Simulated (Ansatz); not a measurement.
CH11GeNSi2 (SMILES CN[SiH2][GeH2][SiH3])

```yaml
atoms:
  - { symbol: C, position_ang: [0.3432, -2.3914, -0.3827] }
  - { symbol: N, position_ang: [1.2104, -1.3374, 0.0907] }
  - { symbol: Si, position_ang: [1.4624, 0.2014, -0.6458] }
  - { symbol: Ge, position_ang: [-0.5630, 1.5305, -0.7468] }
  - { symbol: Si, position_ang: [-1.6001, 1.6543, 1.4316] }
  - { symbol: H, position_ang: [-0.5717, -2.4892, 0.2109] }
  - { symbol: H, position_ang: [0.0409, -2.1947, -1.4129] }
  - { symbol: H, position_ang: [0.8492, -3.3600, -0.3808] }
  - { symbol: H, position_ang: [1.6301, -1.5155, 0.9809] }
  - { symbol: H, position_ang: [2.4542, 0.9181, 0.1913] }
  - { symbol: H, position_ang: [1.9955, 0.0734, -2.0273] }
  - { symbol: H, position_ang: [-0.2546, 2.9557, -1.2441] }
  - { symbol: H, position_ang: [-1.5752, 0.9145, -1.7330] }
  - { symbol: H, position_ang: [-2.0194, 0.2985, 1.8678] }
  - { symbol: H, position_ang: [-0.6312, 2.1832, 2.4246] }
  - { symbol: H, position_ang: [-2.7934, 2.5356, 1.4200] }
```

The calculation used RHF/def2-SVP (Ansatz 0.2.0).

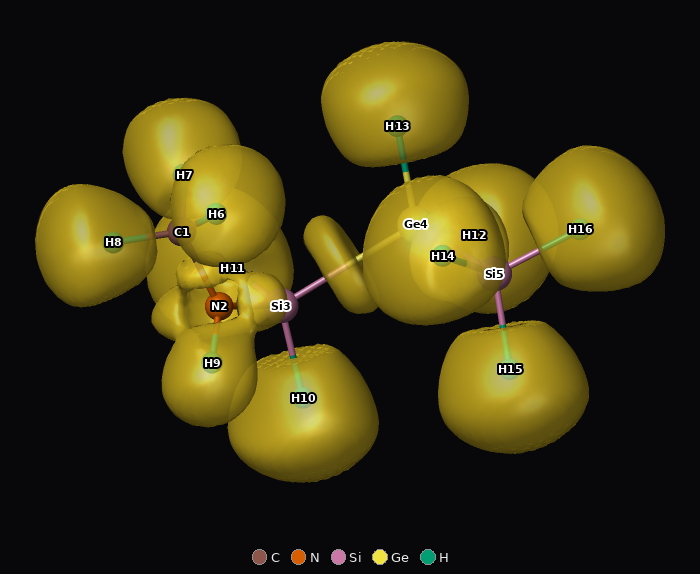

Figure 1. Isosurface of the electron localisation function at 0.8 (yellow), seen from one side. Core shells and regions of very low density are left out.

> Identify the bonds, lone pairs and shells in this picture.

At this value the surface marks out two regions between bonded Ge–Si atoms (shared pairs) and eleven regions around hydrogen nuclei. Profiles from the grid: C–N (1.44 Å): the ELF peaks at about 0.95 between the atoms; localised, covalent bonding. Si–N (1.72 Å): the ELF peaks at about 0.90 between the atoms: a shared but strongly polarised pair.

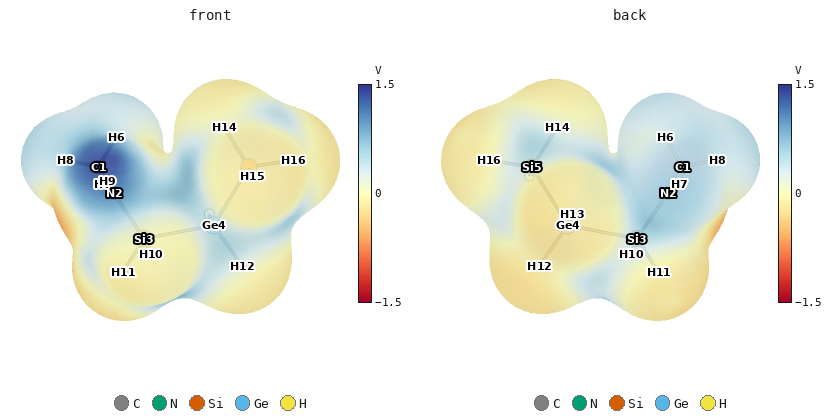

Figure 2. The electrostatic potential painted on the density surface at 0.001 e/bohr³, seen from the front and from behind; red is negative and blue positive.

> Describe the electrostatic potential map.

The most negative region (about −0.5 V) lies over N2, the most positive (about +1.3 V) over H9.

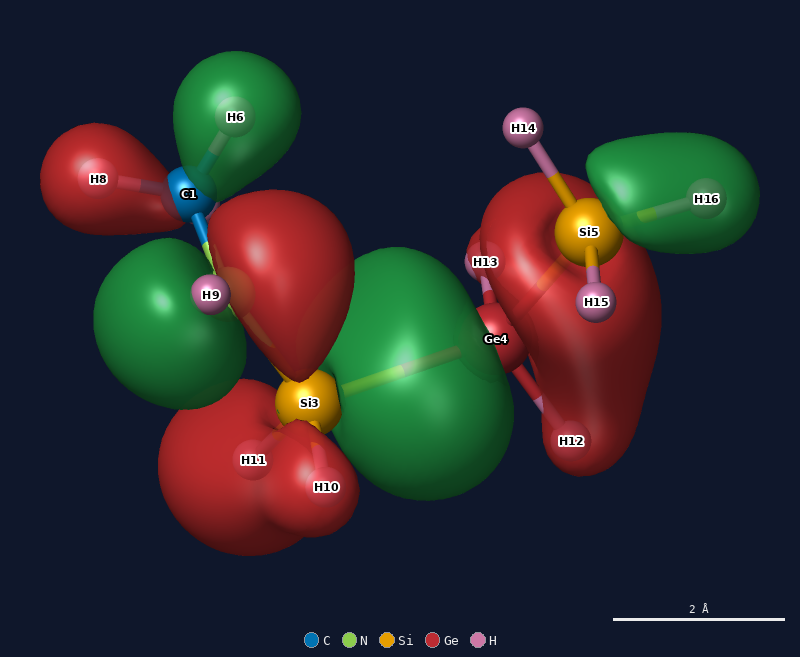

Figure 3. The HOMO at ±0.06 Å⁻³ᐟ² (green and red are the two phases), seen at a tilt.

> What is the character of this orbital?

By Hirshfeld shares it lies mainly on N2 (about 25 %), Ge4 (about 25 %), Si3 (about 20 %), Si5 (about 5 %) and H11 (about 5 %). Its energy is −9.30 eV.
